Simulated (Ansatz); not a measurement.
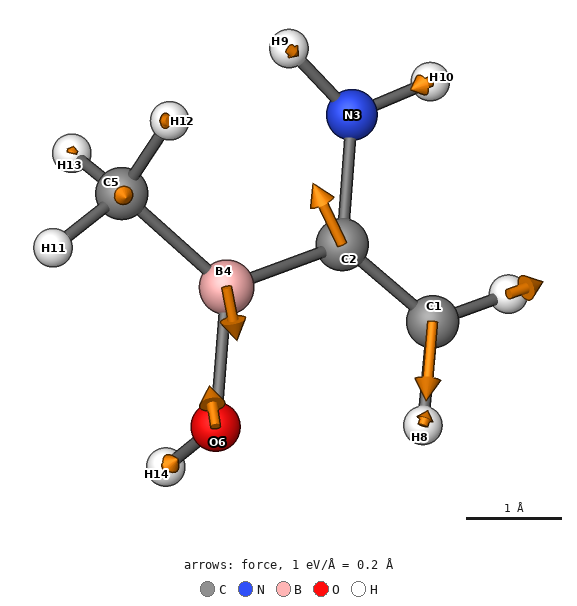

Starting geometry of C3H8BNO (coarse preliminary run) with the computed forces as orange arrows. Style: ball-and-stick. Shown at a tilt.

The start comes from a force field.

Method: RKS PBE-D4/def2-SVP (Ansatz).

The input:
```yaml
crystal:
  periodic: [false, false, false]
  atoms:
    - {symbol: C, position_ang: [-1.154500, -0.876500, 1.462900]}
    - {symbol: C, position_ang: [-0.304100, -0.641300, 0.485500]}
    - {symbol: N, position_ang: [0.360500, -1.760800, -0.083000]}
    - {symbol: B, position_ang: [0.074400, 0.832600, -0.043200]}
    - {symbol: C, position_ang: [1.081800, 1.070000, -1.198700]}
    - {symbol: O, position_ang: [-0.708000, 1.983700, 0.529500]}
    - {symbol: H, position_ang: [-1.387500, -1.826500, 1.820100]}
    - {symbol: H, position_ang: [-1.708500, 0.010400, 1.888300]}
    - {symbol: H, position_ang: [1.107300, -1.627300, -0.782700]}
    - {symbol: H, position_ang: [0.205900, -2.730800, 0.293800]}
    - {symbol: H, position_ang: [1.134800, 2.163300, -1.379300]}
    - {symbol: H, position_ang: [2.092300, 0.723900, -0.826500]}
    - {symbol: H, position_ang: [0.732300, 0.565400, -2.119900]}
    - {symbol: H, position_ang: [-1.539600, 2.084600, -0.017900]}
basis:
  gaussian: {orbitals: def2-SVP}
hamiltonian: {xc: pbe, dispersion: d4}
relax: {f_tol: 0.03, max_steps: 200}
```

Command:
```bash
ansatz run in.yaml --threads 4 --pin off --events-out ev --progress --plain --max-ram 10444MiB
```

Is this structure relaxed? If not, where do the atoms go?

It isn't relaxed: the largest force vector, on C1, is 4.35 eV/Å. The final displacements have little in common with the starting forces (cosine between the two patterns 0.21). After 12 geometry steps the energy has fallen by 27.8 kcal/mol. Largest force component: 3.4 eV/Å at the start, 0.023 eV/Å at the end. The atom that moves furthest after the best rigid fit is H14 (0.79 Å). Largest moves by element: H 0.79 Å, O 0.58 Å, N 0.27 Å, B 0.24 Å, C 0.16 Å. Some distances before and after: B4–O6 1.505 → 1.367 Å, C1–H7 1.041 → 1.103 Å, C1–C2 1.317 → 1.367 Å, C2–N3 1.421 → 1.385 Å. Among the angles between lasting bonds that change: H12–C5–H13 114.6° → 106.2°, C1–C2–N3 117.3° → 123.6°, B4–C5–H12 106.8° → 112.1°. Groups turn about B4–O6 by about 85°, C2–B4 by about 25°.
